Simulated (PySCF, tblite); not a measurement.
# C5H14N2Si: infrared bands, NMR shifts and electronic excitations in gas and solvents, part 3 of 3

tblite 0.8.0 and PySCF 2.14.0. Atoms count from 0. The steps go on from the part before.

### 8 Nuclear shieldings: PBE0/pcSseg-1 in chloroform

Job settings and geometry (Å):

```
{"job": {"kind": "nmr", "xc": "PBE0", "basis": "pcSseg-1", "solvent": "chloroform", "pop": true}, "charge": 0, "multiplicity": 1}
N     -2.909228     1.030389    -0.371230
C     -2.102534     0.228155     0.524126
C     -0.976316    -0.474657    -0.217401
C     -0.205732    -1.468613     0.662605
C      1.225257    -1.380372     0.149047
N      1.360128     0.024650    -0.173495
Si     2.855172     0.889990    -0.254382
C      0.112762     0.490585    -0.751949
H     -2.352275     1.782158    -0.773475
H     -3.667535     1.481437     0.135062
H     -2.752752    -0.539076     0.978942
H     -1.649373     0.790916     1.372213
H     -1.432135    -1.002962    -1.070246
H     -0.622633    -2.485556     0.614876
H     -0.234044    -1.138583     1.714400
H      1.975549    -1.688194     0.895182
H      1.356998    -2.037107    -0.737588
H      2.558408     2.341713    -0.048722
H      3.747665     0.371048     0.826891
H      3.604697     0.771124    -1.552584
H     -0.075582     1.538544    -0.452721
H      0.122720     0.474367    -1.860086
```

Level: GIAO PBE0/pcSseg-1 NMR shielding, non-relativistic, IEF-PCM chloroform.

The program printed:

```text
coarse grid: 17864 points
cycle   1  E = -597.3257897854  dE =  7.698e-01  |g| = 4.457e-01  |ddm| = 4.104e+00
cycle   2  E = -597.3039810086  dE =  2.181e-02  |g| = 5.580e-01  |ddm| = 9.594e-01
cycle   3  E = -597.3736875976  dE = -6.971e-02  |g| = 6.980e-02  |ddm| = 5.717e-01
cycle   4  E = -597.3744278379  dE = -7.402e-04  |g| = 3.463e-02  |ddm| = 8.411e-02
cycle   5  E = -597.3746770989  dE = -2.493e-04  |g| = 6.531e-03  |ddm| = 3.394e-02
cycle   6  E = -597.3746853714  dE = -8.272e-06  |g| = 1.422e-03  |ddm| = 6.334e-03
final grid: 165160 points
cycle   7  E = -597.4191177089  dE = -4.794e-05  |g| = 9.474e-03  |ddm| = 3.848e-02
cycle   8  E = -597.4191052796  dE =  1.243e-05  |g| = 1.203e-02  |ddm| = 1.972e-02
cycle   9  E = -597.4191398858  dE = -3.461e-05  |g| = 9.195e-04  |ddm| = 1.104e-02
cycle  10  E = -597.4191400321  dE = -1.463e-07  |g| = 3.611e-04  |ddm| = 9.935e-04
cycle  11  E = -597.4191400580  dE = -2.584e-08  |g| = 6.194e-05  |ddm| = 3.372e-04
cycle  12  E = -597.4191400587  dE = -7.540e-10  |g| = 2.348e-05  |ddm| = 8.727e-05
converged SCF energy = -597.4191400587

GIAO shielding tensors (ppm)
atom      isotropic    diamagn.    paramagn.     s11        s22        s33       span
  0 N      232.016     313.969     -81.953    193.310    238.593    264.144     70.834
  1 C      132.559     245.782    -113.222    114.321    130.685    152.673     38.352
  2 C      140.037     249.336    -109.299    114.744    141.215    164.152     49.407
  3 C      149.910     247.416     -97.506    123.800    158.730    167.200     43.401
  4 C      132.091     244.932    -112.840    101.153    128.664    166.457     65.303
  5 N      231.694     329.498     -97.804    172.553    254.242    268.287     95.734
  6 Si     407.080     879.665    -472.585    365.995    366.798    488.446    122.450
  7 C      130.168     245.789    -115.621    104.603    122.938    162.963     58.360
  8 H       30.940      31.697      -0.757     23.039     31.301     38.480     15.441
  9 H       30.473      28.021       2.452     22.769     26.583     42.066     19.297
 10 H       28.530      29.768      -1.238     23.006     29.354     33.231     10.226
 11 H       28.733      31.768      -3.035     23.855     29.855     32.490      8.635
 12 H       29.176      32.318      -3.141     26.360     26.716     34.453      8.093
 13 H       29.487      30.006      -0.519     24.871     27.047     36.543     11.672
 14 H       30.163      31.332      -1.169     25.150     29.412     35.925     10.775
 15 H       28.265      29.759      -1.494     23.329     26.985     34.482     11.153
 16 H       28.517      29.448      -0.931     22.999     26.880     35.673     12.675
 17 H       26.712      29.190      -2.478     23.079     25.247     31.810      8.731
 18 H       26.668      28.759      -2.091     23.094     25.027     31.883      8.789
 19 H       26.686      28.003      -1.317     22.997     24.167     32.895      9.898
 20 H       28.572      32.842      -4.270     22.928     28.962     33.827     10.899
 21 H       28.306      31.316      -3.009     22.652     28.110     34.157     11.505
```

It took 78 s on 1 thread of Arm Neoverse N1, shared host; peak memory 1.2 GiB.

This run: δ C7 55.0, C4 53.1, C1 52.6, C2 45.1, H17 4.56, H15 2.98 ppm (means over like atoms).

### 9 Shielding tensors: PBE0/pcSseg-1 in methanol

Same as in step 8 but for these lines:

```diff
@@ -1,2 +1,2 @@
-{"job": {"kind": "nmr", "xc": "PBE0", "basis": "pcSseg-1", "solvent": "chloroform", "pop": true}, "charge": 0, "multiplicity": 1}
+{"job": {"kind": "nmr", "xc": "PBE0", "basis": "pcSseg-1", "solvent": "methanol", "pop": false}, "charge": 0, "multiplicity": 1}
 N     -2.909228     1.030389    -0.371230
```

Level: GIAO PBE0/pcSseg-1 NMR shielding, non-relativistic, IEF-PCM methanol.

The program printed:

```text
coarse grid: 17864 points
cycle   1  E = -597.3287571893  dE =  7.670e-01  |g| = 4.416e-01  |ddm| = 4.104e+00
cycle   2  E = -597.3087613301  dE =  2.000e-02  |g| = 5.478e-01  |ddm| = 9.397e-01
cycle   3  E = -597.3757990831  dE = -6.704e-02  |g| = 6.842e-02  |ddm| = 5.552e-01
cycle   4  E = -597.3765084821  dE = -7.094e-04  |g| = 3.402e-02  |ddm| = 8.139e-02
cycle   5  E = -597.3767488379  dE = -2.404e-04  |g| = 6.311e-03  |ddm| = 3.277e-02
cycle   6  E = -597.3767565769  dE = -7.739e-06  |g| = 1.406e-03  |ddm| = 6.257e-03
final grid: 165160 points
cycle   7  E = -597.4211703746  dE = -4.821e-05  |g| = 9.397e-03  |ddm| = 3.843e-02
cycle   8  E = -597.4211589691  dE =  1.141e-05  |g| = 1.180e-02  |ddm| = 1.933e-02
cycle   9  E = -597.4211922187  dE = -3.325e-05  |g| = 8.868e-04  |ddm| = 1.067e-02
cycle  10  E = -597.4211923536  dE = -1.348e-07  |g| = 3.559e-04  |ddm| = 9.550e-04
cycle  11  E = -597.4211923786  dE = -2.507e-08  |g| = 6.154e-05  |ddm| = 3.302e-04
cycle  12  E = -597.4211923794  dE = -7.467e-10  |g| = 2.321e-05  |ddm| = 8.702e-05
converged SCF energy = -597.4211923794

GIAO shielding tensors (ppm)
atom      isotropic    diamagn.    paramagn.     s11        s22        s33       span
  0 N      233.088     314.591     -81.503    194.235    239.585    265.443     71.208
  1 C      132.696     245.618    -112.923    114.512    130.828    152.747     38.235
  2 C      139.870     249.424    -109.554    114.830    140.853    163.927     49.097
  3 C      149.988     247.445     -97.456    123.847    158.753    167.363     43.516
  4 C      132.154     244.963    -112.809    101.115    128.816    166.529     65.414
  5 N      231.767     329.565     -97.798    172.708    254.254    268.339     95.631
  6 Si     407.216     879.672    -472.456    366.212    366.768    488.667    122.455
  7 C      130.278     245.834    -115.555    104.500    123.197    163.138     58.638
  8 H       30.807      31.687      -0.880     22.881     31.053     38.487     15.606
  9 H       30.357      27.973       2.384     22.638     26.353     42.079     19.441
 10 H       28.529      29.791      -1.262     22.978     29.360     33.249     10.271
 11 H       28.719      31.703      -2.984     23.849     29.824     32.484      8.635
 12 H       29.232      32.405      -3.173     26.436     26.782     34.476      8.040
 13 H       29.453      29.968      -0.515     24.830     27.008     36.522     11.692
 14 H       30.153      31.325      -1.172     25.124     29.402     35.933     10.809
 15 H       28.234      29.729      -1.495     23.284     26.951     34.469     11.185
 16 H       28.509      29.438      -0.930     22.986     26.874     35.666     12.680
 17 H       26.709      29.206      -2.497     23.077     25.242     31.809      8.732
 18 H       26.669      28.783      -2.114     23.096     25.026     31.885      8.789
 19 H       26.710      28.052      -1.342     23.019     24.189     32.921      9.902
 20 H       28.508      32.779      -4.271     22.841     28.908     33.774     10.933
 21 H       28.308      31.324      -3.017     22.630     28.134     34.160     11.529
```

Run time: 72 s. Hardware: 1 thread of Arm Neoverse N1, shared host; peak memory 1.1 GiB.

In short: δ C7 55.2, C4 53.3, C1 52.8, C2 45.6, H17 4.54, H15 3.01 ppm (means over like atoms).

### 10 Run by run: NMR shifts

Shifts (ppm) of some atoms, chosen among heavy atoms and hydrogens apart, means over like atoms, with basis size and wall time:

```
                        run    C7    C4    C2   H17   H20    N0    N5  functions  time
              PBE0/pcSseg-1  54.5  52.5  44.1  4.61  2.58  36.6  34.1        213  74 s
                HF/pcSseg-1  47.3  45.6  37.6  4.15  2.26  26.7  12.9        213  37 s
PBE0/pcSseg-1 in chloroform  55.0  53.1  45.1  4.56  2.68  35.8  36.1        213  78 s
  PBE0/pcSseg-1 in methanol  55.2  53.3  45.6  4.54  2.73  35.4  36.7        213  72 s
```

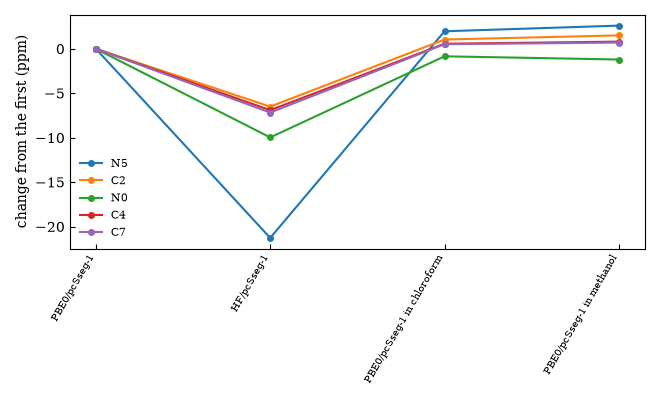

How five of the tabulated atoms move from run to run.

The continuum's effect on the ground state:

```
   solvent      ε  polarisation energy (Eh)  μ (D)
chloroform   4.71                   -0.0055   1.33
  methanol  32.61                   -0.0080   1.40
```

### 11 Outcome

What follows sums up all 3 parts.

```
                                                              quantity                                                                 value
                             strongest single infrared mode (GFN2-xTB)                                                 2147 cm⁻¹, 398 km/mol
                                          zero-point energy (GFN2-xTB)                                                        116.1 kcal/mol
                                                           point group                                                                    C1
                                  rotational constants (main isotopes)                                                  3.23, 0.93, 0.78 GHz
                                13C shifts against TMS (PBE0/pcSseg-1)                                      54.5, 52.5, 52.2, 44.1, 34.7 ppm
1H shifts against TMS (PBE0/pcSseg-1, means over atoms taken as alike)  4.61, 2.94, 2.93, 2.72, 2.72, 2.58, 2.52, 2.16, 1.69, 1.08, 0.26 ppm
                                15N shifts against NH3 (PBE0/pcSseg-1)                                                        36.6, 34.1 ppm
                               29Si shifts against TMS (PBE0/pcSseg-1)                                                             -54.6 ppm
                                    lowest singlet (wB97X-D/def2-SVPD)                                           5.82 eV (213 nm), f = 0.011
                              brightest single state of those computed                                           state 5, 7.01 eV, f = 0.057
                                                        lowest triplet                                                               5.69 eV
                                     vertical ionisation energy (ΔSCF)                                                               8.16 eV
                         range of the shift of N5 (PBE0/pcSseg-1 runs)                                                      34.1 to 36.7 ppm
```

The optimisation took 138 steps and gained 0.919 eV; among the close pairs (by a distance rule), N5–Si6 changed most, from 1.764 to 1.710 Å (GFN2-xTB). No mode is imaginary among the 60: a minimum at this level. The strongest single mode, at 2147 cm⁻¹, moves mainly H19. Unscaled tight-binding wavenumbers are off by several per cent, some by more. Its intensities can rank the bands wrongly. Relaxing lowered the energy by 0.197 eV in 10 steps; the close pair that moved most is Si6–H19, from 1.453 to 1.504 Å (PBE0/def2-SVP). At PBE0/pcSseg-1: Shielding is most anisotropic at Si6 (span 122 ppm, paramagnetic term -473 ppm). The lowest singlet, at 5.82 eV, is HOMO→LUMO 0.80, HOMO→LUMO+1 0.11 and is weak; of the 10 states computed, the strongest absorption comes from state 5 at 7.01 eV. The lowest triplet lies 0.13 eV below the lowest singlet (triplets in Tamm-Dancoff, singlets in full TDDFT). At wB97X-D/def2-SVPD, the highest states lie near or above the ionisation energy, where they hang on the basis. The orbital energy would give 8.14 eV for ionisation, ΔSCF gives 8.16 eV. At one level, PBE0/pcSseg-1: In ppm, N5 moves most: its shift spreads over 2.6 ppm, from 34.1 (PBE0/pcSseg-1) to 36.7 (PBE0/pcSseg-1 in methanol). Most of that comes from the computed reference, not from the atom's own shielding. The continuum holds electrostatics alone: no hydrogen bonds to the solvent, and the gas-phase geometry is kept.
